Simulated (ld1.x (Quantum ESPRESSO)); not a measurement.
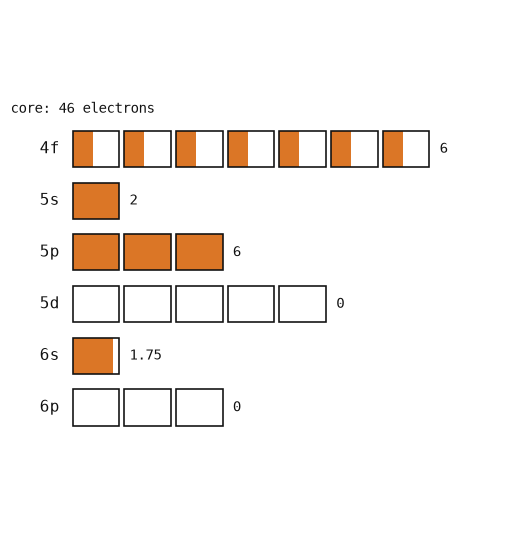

The valence shells of the reference configuration: a box for each of the 2l + 1 orbitals, shaded by the share of the shell that is filled, with the electron count at the right.

**Pseudopotential generation: Sm (part 1 of 2)**

System: samarium (Sm, Z = 62), core [Kr] 4d10, reference valence 4f6 5s2 5p6 5d0 6s1.75 6p0 (an ion of charge +0.25), valence charge 16.
Method: TM semilocal potential, LDA (PZ), scalar-relativistic, made with ld1.x (Quantum ESPRESSO) 7.5.

### Log
```
     Program LD1 v.7.5
     --------------------------- All-electron run ----------------------------

     Sm
     scalar relativistic calculation

     atomic number is 62.00
     dft =PZ   lsd =0 sic =0 latt =0  beta=0.20 tr2=1.0E-14
     Exchange-correlation= PZ
                           (   1   1   0   0   0   0   0)
     mesh =1259 r(mesh) =  99.27220 a.u. xmin = -7.00 dx = 0.01250
     1 Ry =  13.60569312 eV, c = 137.03599908

     n l     nl                  e(Ry)          e(Ha)          e(eV)
     1 0     1S 1( 2.00)     -3427.7101     -1713.8550    -46636.3716
     2 0     2S 1( 2.00)      -560.2882      -280.1441     -7623.1091
     2 1     2P 1( 6.00)      -500.0303      -250.0152     -6803.2592
     3 0     3S 1( 2.00)      -122.7992       -61.3996     -1670.7677
     3 1     3P 1( 6.00)      -103.9621       -51.9811     -1414.4765
     4 0     4S 1( 2.00)       -24.4477       -12.2239      -332.6286
     4 1     4P 1( 6.00)       -18.2534        -9.1267      -248.3504
     3 2     3D 1(10.00)       -78.4023       -39.2011     -1066.7174
     5 0     5S 1( 2.00)        -3.2952        -1.6476       -44.8341
     5 1     5P 1( 6.00)        -1.8201        -0.9101       -24.7639
     4 2     4D 1(10.00)        -9.5625        -4.7812      -130.1038
     4 3     4F 1( 6.00)        -0.3012        -0.1506        -4.0978
     5 2     5D 1( 0.00)        -0.2308        -0.1154        -3.1400
     6 0     6S 1( 1.75)        -0.3605        -0.1802        -4.9042
     6 1     6P 1( 0.00)        -0.1644        -0.0822        -2.2367

     final scf error:  4.2E-15 reached in  31 iterations

     Etot =  -20839.919275 Ry,  -10419.959638 Ha, -283541.546368 eV

     Ekin =   22272.789602 Ry,   11136.394801 Ha,  303036.740319 eV
     Encl =  -50742.141337 Ry,  -25371.070669 Ha, -690382.003437 eV
     Eh   =    8085.391490 Ry,    4042.695745 Ha,  110007.355399 eV
     Exc  =    -455.959031 Ry,    -227.979515 Ha,   -6203.638649 eV

     normalization and overlap integrals

     s(1S/1S) =  1.000000  <r> =   0.0228  <r2> =    0.0007  r(max) =   0.0144
     s(2S/2S) =  1.000000  <r> =   0.0971  <r2> =    0.0111  r(max) =   0.0819
     s(2P/2P) =  1.000000  <r> =   0.0855  <r2> =    0.0089  r(max) =   0.0662
     s(3S/3S) =  1.000000  <r> =   0.2552  <r2> =    0.0744  r(max) =   0.2341
     s(3P/3P) =  1.000000  <r> =   0.2535  <r2> =    0.0745  r(max) =   0.2283
     s(4S/4S) =  1.000000  <r> =   0.5795  <r2> =    0.3791  r(max) =   0.5408
     s(4P/4P) =  1.000000  <r> =   0.6136  <r2> =    0.4284  r(max) =   0.5615
     s(3D/3D) =  1.000000  <r> =   0.2311  <r2> =    0.0628  r(max) =   0.1869
     s(5S/5S) =  1.000000  <r> =   1.4085  <r2> =    2.2349  r(max) =   1.2654
     s(5P/5P) =  1.000000  <r> =   1.6622  <r2> =    3.1479  r(max) =   1.4339
     s(4D/4D) =  1.000000  <r> =   0.6710  <r2> =    0.5229  r(max) =   0.5903
     s(4F/4F) =  1.000000  <r> =   1.0150  <r2> =    1.4490  r(max) =   0.6129
     s(5D/5D) =  1.000000  <r> =   3.1330  <r2> =   12.0876  r(max) =   2.1660
     s(6S/6S) =  1.000000  <r> =   4.1444  <r2> =   19.4424  r(max) =   3.5711
     s(6P/6P) =  1.000000  <r> =   5.5805  <r2> =   35.4178  r(max) =   4.7606

     ------------------------ End of All-electron run ------------------------

     --------------------- Generating NC pseudopotential ---------------------

      Generating local pot.: lloc=0, matching radius rcloc =   2.3000

      Computing core charge for nlcc:

       r > 0.90 : true rho core
      Core charge pseudized with two Bessel functions
      Integrated core pseudo-charge :  26.70

      Wfc   5P  rcut= 1.818  Using Troullier-Martins method

      Wfc   5D  rcut= 2.112  Using Troullier-Martins method

      Wfc   4F  rcut= 1.565  Using Troullier-Martins method

     ------------------- End of pseudopotential generation -------------------

     --------------------------- All-electron run ----------------------------

     Sm
     scalar relativistic calculation

     atomic number is 62.00
     dft =PZ   lsd =0 sic =0 latt =0  beta=0.20 tr2=1.0E-14
     Exchange-correlation= PZ
                           (   1   1   0   0   0   0   0)
     mesh =1259 r(mesh) =  99.27220 a.u. xmin = -7.00 dx = 0.01250
     1 Ry =  13.60569312 eV, c = 137.03599908

     n l     nl                  e(Ry)          e(Ha)          e(eV)
     1 0     1S 1( 2.00)     -3427.7101     -1713.8550    -46636.3716
     2 0     2S 1( 2.00)      -560.2882      -280.1441     -7623.1091
     2 1     2P 1( 6.00)      -500.0303      -250.0152     -6803.2592
     3 0     3S 1( 2.00)      -122.7992       -61.3996     -1670.7677
     3 1     3P 1( 6.00)      -103.9621       -51.9811     -1414.4765
     4 0     4S 1( 2.00)       -24.4477       -12.2239      -332.6286
     4 1     4P 1( 6.00)       -18.2534        -9.1267      -248.3504
     3 2     3D 1(10.00)       -78.4023       -39.2011     -1066.7174
     5 0     5S 1( 2.00)        -3.2952        -1.6476       -44.8341
     5 1     5P 1( 6.00)        -1.8201        -0.9101       -24.7639
     4 2     4D 1(10.00)        -9.5625        -4.7812      -130.1038
     4 3     4F 1( 6.00)        -0.3012        -0.1506        -4.0978
     5 2     5D 1( 0.00)        -0.2308        -0.1154        -3.1400
     6 0     6S 1( 1.75)        -0.3605        -0.1802        -4.9042
     6 1     6P 1( 0.00)        -0.1644        -0.0822        -2.2367

     final scf error:  4.2E-15 reached in  31 iterations

     Etot =  -20839.919275 Ry,  -10419.959638 Ha, -283541.546368 eV

     Ekin =   22272.789602 Ry,   11136.394801 Ha,  303036.740319 eV
     Encl =  -50742.141337 Ry,  -25371.070669 Ha, -690382.003437 eV
     Eh   =    8085.391490 Ry,    4042.695745 Ha,  110007.355399 eV
     Exc  =    -455.959031 Ry,    -227.979515 Ha,   -6203.638649 eV

     normalization and overlap integrals

     s(1S/1S) =  1.000000  <r> =   0.0228  <r2> =    0.0007  r(max) =   0.0144
     s(2S/2S) =  1.000000  <r> =   0.0971  <r2> =    0.0111  r(max) =   0.0819
     s(2P/2P) =  1.000000  <r> =   0.0855  <r2> =    0.0089  r(max) =   0.0662
     s(3S/3S) =  1.000000  <r> =   0.2552  <r2> =    0.0744  r(max) =   0.2341
     s(3P/3P) =  1.000000  <r> =   0.2535  <r2> =    0.0745  r(max) =   0.2283
     s(4S/4S) =  1.000000  <r> =   0.5795  <r2> =    0.3791  r(max) =   0.5408
     s(4P/4P) =  1.000000  <r> =   0.6136  <r2> =    0.4284  r(max) =   0.5615
     s(3D/3D) =  1.000000  <r> =   0.2311  <r2> =    0.0628  r(max) =   0.1869
     s(5S/5S) =  1.000000  <r> =   1.4085  <r2> =    2.2349  r(max) =   1.2654
     s(5P/5P) =  1.000000  <r> =   1.6622  <r2> =    3.1479  r(max) =   1.4339
     s(4D/4D) =  1.000000  <r> =   0.6710  <r2> =    0.5229  r(max) =   0.5903
     s(4F/4F) =  1.000000  <r> =   1.0150  <r2> =    1.4490  r(max) =   0.6129
     s(5D/5D) =  1.000000  <r> =   3.1330  <r2> =   12.0876  r(max) =   2.1660
     s(6S/6S) =  1.000000  <r> =   4.1444  <r2> =   19.4424  r(max) =   3.5711
     s(6P/6P) =  1.000000  <r> =   5.5805  <r2> =   35.4178  r(max) =   4.7606

     ------------------------ End of All-electron run ------------------------

     Computing logarithmic derivative in   2.50086

       Warning: n=4, l=3 expected 0 nodes, found 1
       Setting wfc to zero for this iteration
       (This warning will only be printed once per wavefunction)

       Warning: n=1, l=0 expected 0 nodes, found 1
       Setting wfc to zero for this iteration
       (This warning will only be printed once per wavefunction)

       Warning: n=2, l=1 expected 0 nodes, found 1
       Setting wfc to zero for this iteration
       (This warning will only be printed once per wavefunction)

       Warning: n=3, l=1 expected 1 nodes, found 0
       Setting wfc to zero for this iteration
       (This warning will only be printed once per wavefunction)

     Computing logarithmic derivative in   2.50086
     Computing the partial wave expansion
       no projector for channel:   0
     R is outside the sphere for l=    1 j= 0.00
     R is outside the sphere for l=    2 j= 0.00
     R is outside the sphere for l=    3 j= 0.00

     ---------------------- Testing the pseudopotential ----------------------

     Sm
     scalar relativistic calculation

     atomic number is 62.00   valence charge is 16.00
     dft =PZ   lsd =0 sic =0 latt =0  beta=0.20 tr2=1.0E-14
     mesh =1259 r(mesh) =  99.27220 xmin = -7.00 dx = 0.01250

     n l     nl             e AE (Ry)        e PS (Ry)    De AE-PS (Ry)
     4 3     4F   1( 6.00)       -0.30118       -0.30118       -0.00000
     1 0     5S   1( 2.00)       -3.29525       -3.29524       -0.00000
     2 1     5P   1( 6.00)       -1.82011       -1.82012        0.00001
     3 2     5D   1( 0.00)       -0.23078       -0.23078       -0.00000
     2 0     6S   1( 1.75)       -0.36045       -0.43495        0.07450  !
     3 1     6P   1( 0.00)       -0.16440       -0.16440        0.00000

     eps = 2.5E-15  iter = 21

     Etot =  -20839.919275 Ry,  -10419.959638 Ha, -283541.546368 eV
     Etotps =  -248.111962 Ry,    -124.055981 Ha,   -3375.735214 eV

     Ekin =     146.188811 Ry,      73.094405 Ha,    1989.000096 eV
     Encl =    -324.171700 Ry,    -162.085850 Ha,   -4410.580663 eV
     Ehrt =     147.240311 Ry,      73.620155 Ha,    2003.306480 eV
     Ecxc =    -111.760390 Ry,     -55.880195 Ha,   -1520.577571 eV
     (Ecc =     -83.998474 Ry,     -41.999237 Ha,   -1142.857460 eV)
     Epseu=    -105.608994 Ry,     -52.804497 Ha,   -1436.883557 eV

     ---------------------- End of pseudopotential test ----------------------
```

### Output of the test run (extracts)
```
     ---------------------- Testing the pseudopotential ----------------------

     Sm
     scalar relativistic calculation

     atomic number is 62.00   valence charge is 16.00
     dft =PZ   lsd =0 sic =0 latt =0  beta=0.20 tr2=1.0E-14
     mesh =1259 r(mesh) =  99.27220 xmin = -7.00 dx = 0.01250

     n l     nl             e AE (Ry)        e PS (Ry)    De AE-PS (Ry)
     4 3     4F   1( 6.00)       -0.30118       -0.30118       -0.00000
     1 0     5S   1( 2.00)       -3.29525       -3.29524       -0.00000
     2 1     5P   1( 6.00)       -1.82011       -1.82012        0.00001
     3 2     5D   1( 0.00)       -0.23078       -0.23078       -0.00000
     2 0     6S   1( 1.75)       -0.36045       -0.43495        0.07450  !
     3 1     6P   1( 0.00)       -0.16440       -0.16440        0.00000

     eps = 2.7E-15  iter = 20

     Etot =  -20839.919275 Ry,  -10419.959638 Ha, -283541.546368 eV
     Etotps =  -248.111960 Ry,    -124.055980 Ha,   -3375.735194 eV

     Ekin =     146.188813 Ry,      73.094406 Ha,    1989.000126 eV
     Encl =    -324.171699 Ry,    -162.085850 Ha,   -4410.580656 eV
     Ehrt =     147.240310 Ry,      73.620155 Ha,    2003.306476 eV
     Ecxc =    -111.760390 Ry,     -55.880195 Ha,   -1520.577571 eV
     (Ecc =     -83.998474 Ry,     -41.999237 Ha,   -1142.857460 eV)
     Epseu=    -105.608994 Ry,     -52.804497 Ha,   -1436.883569 eV

     ---------------------- End of pseudopotential test ----------------------

     ---------------------- Testing the pseudopotential ----------------------

     Sm
     scalar relativistic calculation

     atomic number is 62.00   valence charge is 16.00
     dft =PZ   lsd =0 sic =0 latt =0  beta=0.20 tr2=1.0E-14
     mesh =1259 r(mesh) =  99.27220 xmin = -7.00 dx = 0.01250

     n l     nl             e AE (Ry)        e PS (Ry)    De AE-PS (Ry)
     4 3     4F   1( 6.00)       -0.19585       -0.17954       -0.01631  !
     1 0     5S   1( 2.00)       -3.18881       -3.17355       -0.01526  !
     2 1     5P   1( 6.00)       -1.71389       -1.69932       -0.01456  !
     3 2     5D   1( 0.00)       -0.13495       -0.12353       -0.01141  !
     2 0     6S   1( 2.00)       -0.27386       -0.33260        0.05875  !
     3 1     6P   1( 0.00)       -0.09236       -0.09236        0.00000

     eps = 8.0E-15  iter = 25

     Etot =  -20839.998457 Ry,  -10419.999229 Ha, -283542.623691 eV
     Etotps =  -248.207808 Ry,    -124.103904 Ha,   -3377.039266 eV
     dEtot_ae =      -0.079182 Ry
     dEtot_ps =      -0.095848 Ry,   Delta E=       0.016666 Ry

     Ekin =     146.007183 Ry,      73.003591 Ha,    1986.528924 eV
     Encl =    -326.112982 Ry,    -163.056491 Ha,   -4436.993157 eV
     Ehrt =     149.147800 Ry,      74.573900 Ha,    2029.259202 eV
     Ecxc =    -111.862299 Ry,     -55.931149 Ha,   -1521.964109 eV
     (Ecc =     -83.998474 Ry,     -41.999237 Ha,   -1142.857460 eV)
     Epseu=    -105.387511 Ry,     -52.693755 Ha,   -1433.870127 eV

     ---------------------- End of pseudopotential test ----------------------

     ---------------------- Testing the pseudopotential ----------------------

     Sm
     scalar relativistic calculation

     atomic number is 62.00   valence charge is 16.00
     dft =PZ   lsd =0 sic =0 latt =0  beta=0.20 tr2=1.0E-14
     mesh =1259 r(mesh) =  99.27220 xmin = -7.00 dx = 0.01250

     n l     nl             e AE (Ry)        e PS (Ry)    De AE-PS (Ry)
     4 3     4F   1( 6.00)       -0.64981       -0.70613        0.05632  !
     1 0     5S   1( 2.00)       -3.64758       -3.69849        0.05091  !
     2 1     5P   1( 6.00)       -2.17094       -2.21835        0.04741  !
     3 2     5D   1( 0.00)       -0.54685       -0.58608        0.03923  !
     2 0     6S   1( 1.00)       -0.63813       -0.76801        0.12988  !
     3 1     6P   1( 0.00)       -0.40060       -0.40060        0.00000

     eps = 7.6E-15  iter = 20

     Etot =  -20839.546362 Ry,  -10419.773181 Ha, -283536.472627 eV
     Etotps =  -247.663152 Ry,    -123.831576 Ha,   -3369.628844 eV
     dEtot_ae =       0.372913 Ry
     dEtot_ps =       0.448808 Ry,   Delta E=      -0.075895 Ry

     Ekin =     146.814556 Ry,      73.407278 Ha,    1997.513801 eV
     Encl =    -317.729577 Ry,    -158.864788 Ha,   -4322.931118 eV
     Ehrt =     141.101754 Ry,      70.550877 Ha,    1919.787160 eV
     Ecxc =    -111.412196 Ry,     -55.706098 Ha,   -1515.840149 eV
     (Ecc =     -83.998474 Ry,     -41.999237 Ha,   -1142.857460 eV)
     Epseu=    -106.437689 Ry,     -53.218845 Ha,   -1448.158538 eV

     ---------------------- End of pseudopotential test ----------------------

     ---------------------- Testing the pseudopotential ----------------------

     Sm
     scalar relativistic calculation

     atomic number is 62.00   valence charge is 16.00
     dft =PZ   lsd =0 sic =0 latt =0  beta=0.20 tr2=1.0E-14
     mesh =1259 r(mesh) =  99.27220 xmin = -7.00 dx = 0.01250

     n l     nl             e AE (Ry)        e PS (Ry)    De AE-PS (Ry)
     4 3     4F   1( 6.00)       -1.17603       -1.33113        0.15510  !
     1 0     5S   1( 2.00)       -4.18001       -4.31520        0.13519  !
     2 1     5P   1( 6.00)       -2.69883       -2.82200        0.12316  !
     3 2     5D   1( 0.00)       -1.01283       -1.12450        0.11167  !
     2 0     6S   1( 0.00)       -1.01374       -1.26463        0.25090  !
     3 1     6P   1( 0.00)       -0.71119       -0.21336       -0.49783  !

     eps = 1.7E-15  iter = 15

     Etot =  -20838.716271 Ry,  -10419.358136 Ha, -283525.178661 eV
     Etotps =  -246.651497 Ry,    -123.325748 Ha,   -3355.864573 eV
     dEtot_ae =       1.203004 Ry
     dEtot_ps =       1.460464 Ry,   Delta E=      -0.257459 Ry

     Ekin =     147.836806 Ry,      73.918403 Ha,    2011.422220 eV
     Encl =    -307.851704 Ry,    -153.925852 Ha,   -4188.535814 eV
     Ehrt =     132.170545 Ry,      66.085273 Ha,    1798.271877 eV
     Ecxc =    -110.858472 Ry,     -55.429236 Ha,   -1508.306343 eV
     (Ecc =     -83.998474 Ry,     -41.999237 Ha,   -1142.857460 eV)
     Epseu=    -107.948673 Ry,     -53.974336 Ha,   -1468.716513 eV

     ---------------------- End of pseudopotential test ----------------------

     ---------------------- Testing the pseudopotential ----------------------

     Sm
     scalar relativistic calculation

     atomic number is 62.00   valence charge is 16.00
     dft =PZ   lsd =0 sic =0 latt =0  beta=0.20 tr2=1.0E-14
     mesh =1259 r(mesh) =  99.27220 xmin = -7.00 dx = 0.01250

     n l     nl             e AE (Ry)        e PS (Ry)    De AE-PS (Ry)
     4 3     4F   1( 6.00)       -0.41226       -0.42973        0.01747  !
     1 0     5S   1( 2.00)       -3.40750       -3.42357        0.01606  !
     2 1     5P   1( 6.00)       -1.93202       -1.94717        0.01515  !
     3 2     5D   1( 0.00)       -0.33176       -0.34398        0.01223  !
     2 0     6S   1( 1.50)       -0.45039       -0.54184        0.09145  !
     3 1     6P   1( 0.00)       -0.24029       -0.24029        0.00000

     eps = 6.3E-15  iter = 19

     Etot =  -20839.818023 Ry,  -10419.909012 Ha, -283540.168766 eV
     Etotps =  -247.989956 Ry,    -123.994978 Ha,   -3374.075244 eV
     dEtot_ae =       0.101252 Ry
     dEtot_ps =       0.122004 Ry,   Delta E=      -0.020752 Ry

     Ekin =     146.383766 Ry,      73.191883 Ha,    1991.652605 eV
     Encl =    -322.123249 Ry,    -161.061624 Ha,   -4382.710070 eV
     Ehrt =     145.258003 Ry,      72.629002 Ha,    1976.335813 eV
     Ecxc =    -111.651121 Ry,     -55.825560 Ha,   -1519.090886 eV
     (Ecc =     -83.998474 Ry,     -41.999237 Ha,   -1142.857460 eV)
     Epseu=    -105.857356 Ry,     -52.928678 Ha,   -1440.262705 eV

     ---------------------- End of pseudopotential test ----------------------

     ---------------------- Testing the pseudopotential ----------------------

     Sm
     scalar relativistic calculation

     atomic number is 62.00   valence charge is 16.00
     dft =PZ   lsd =0 sic =0 latt =0  beta=0.20 tr2=1.0E-14
     mesh =1259 r(mesh) =  99.27220 xmin = -7.00 dx = 0.01250

     n l     nl             e AE (Ry)        e PS (Ry)    De AE-PS (Ry)
     4 3     4F   1( 5.00)       -1.23086       -1.14450       -0.08636  !
     1 0     5S   1( 2.00)       -4.07175       -4.03951       -0.03224  !
     2 1     5P   1( 6.00)       -2.53353       -2.48691       -0.04662  !
     3 2     5D   1( 0.00)       -0.75088       -0.72258       -0.02830  !
     2 0     6S   1( 2.00)       -0.74685       -0.88154        0.13470  !
     3 1     6P   1( 0.00)       -0.47163       -0.14149       -0.33014  !

     eps = 6.8E-15  iter = 16

     Etot =  -20839.307471 Ry,  -10419.653736 Ha, -283533.222348 eV
     Etotps =  -247.565126 Ry,    -123.782563 Ha,   -3368.295126 eV
     dEtot_ae =       0.611804 Ry
     dEtot_ps =       0.546835 Ry,   Delta E=       0.064969 Ry

     Ekin =     132.918230 Ry,      66.459115 Ha,    1808.444644 eV
     Encl =    -311.852121 Ry,    -155.926061 Ha,   -4242.964263 eV
     Ehrt =     136.112779 Ry,      68.056389 Ha,    1851.908700 eV
     Ecxc =    -110.631542 Ry,     -55.315771 Ha,   -1505.218805 eV
     (Ecc =     -83.998474 Ry,     -41.999237 Ha,   -1142.857460 eV)
     Epseu=     -94.112471 Ry,     -47.056236 Ha,   -1280.465403 eV

     ---------------------- End of pseudopotential test ----------------------

     ---------------------- Testing the pseudopotential ----------------------

     Sm
     scalar relativistic calculation

     atomic number is 62.00   valence charge is 16.00
     dft =PZ   lsd =0 sic =0 latt =0  beta=0.20 tr2=1.0E-14
     mesh =1259 r(mesh) =  99.27220 xmin = -7.00 dx = 0.01250

     n l     nl             e AE (Ry)        e PS (Ry)    De AE-PS (Ry)
     4 3     4F   1( 6.00)       -1.05603       -1.02954       -0.02650  !
     1 0     5S   1( 1.00)       -4.02450       -3.99231       -0.03219  !
     2 1     5P   1( 6.00)       -2.50635       -2.47531       -0.03104  !
     3 2     5D   1( 0.00)       -0.74911       -0.73132       -0.01779  !
     2 0     6S   1( 2.00)       -0.74619       -0.87066        0.12447  !
     3 1     6P   1( 0.00)       -0.47079       -0.14124       -0.32955  !

     eps = 2.9E-15  iter = 22

     Etot =  -20836.405528 Ry,  -10418.202764 Ha, -283493.739405 eV
     Etotps =  -244.635881 Ry,    -122.317940 Ha,   -3328.440719 eV
     dEtot_ae =       3.513747 Ry
     dEtot_ps =       3.476080 Ry,   Delta E=       0.037667 Ry

     Ekin =     151.026714 Ry,      75.513357 Ha,    2054.823130 eV
     Encl =    -311.858561 Ry,    -155.929281 Ha,   -4243.051882 eV
     Ehrt =     136.866041 Ry,      68.433020 Ha,    1862.157352 eV
     Ecxc =    -111.016427 Ry,     -55.508214 Ha,   -1510.455439 eV
     (Ecc =     -83.998474 Ry,     -41.999237 Ha,   -1142.857460 eV)
     Epseu=    -109.653648 Ry,     -54.826824 Ha,   -1491.913880 eV

     ---------------------- End of pseudopotential test ----------------------
```

(Continued in part 2.) Outcome of the run: generated; the pseudo-atom misses its reference levels by up to 1.01 eV (6s, which has no pseudo-wave of its own); ld1.x warns of wrong node counts.
